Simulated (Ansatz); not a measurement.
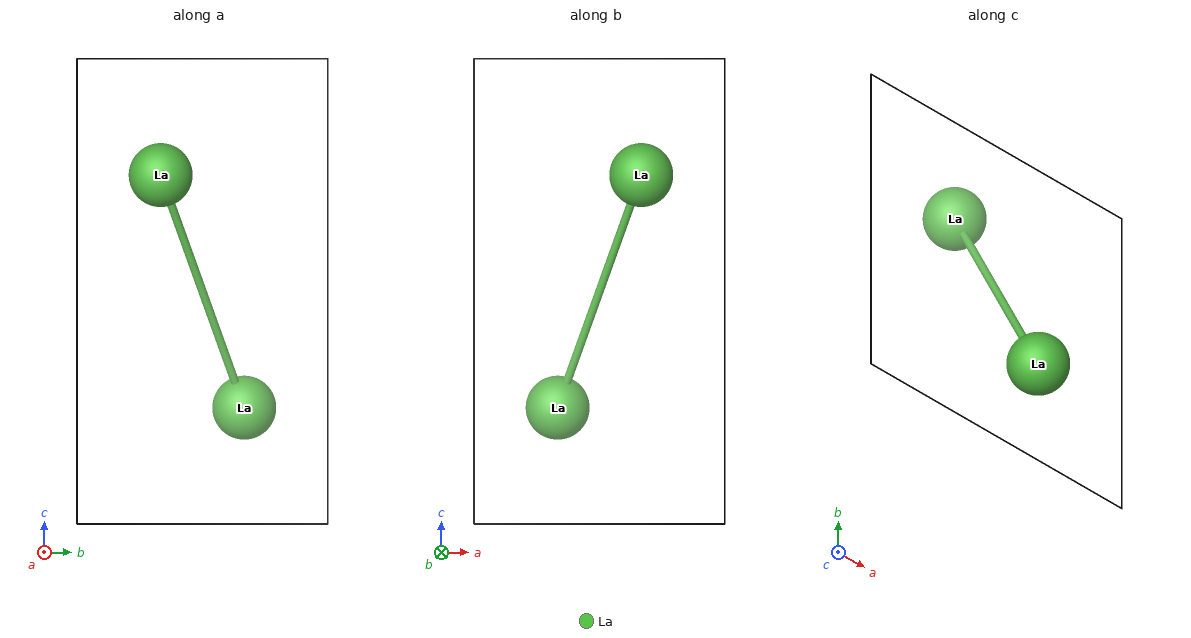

The figure gives a ball-and-stick picture of the atoms, viewed along the a axis, along the b axis and along the c axis. The edges of the conventional unit cell are marked.

Lattice parameters: a = 3.783 Å, b = 3.783 Å, c = 6.076 Å, α = 90.00°, β = 90.00°, γ = 120.00°.

### Record the structure as a table of Wyckoff sites.

Space group P6_3/mmc (No. 194).
| atom | site | x | y | z |
| --- | --- | --- | --- | --- |
| La | 2c | 0.3333 | 0.6667 | 0.2500 |

The model was built from a structure type filled with this element by a generator (whether the element takes this form wasn't checked). Earlier steps of the study, as a rule a relaxation of our own, may have changed the cell and positions, so they can lie some per cent off the listed ones. A calculation with Ansatz used it as input.
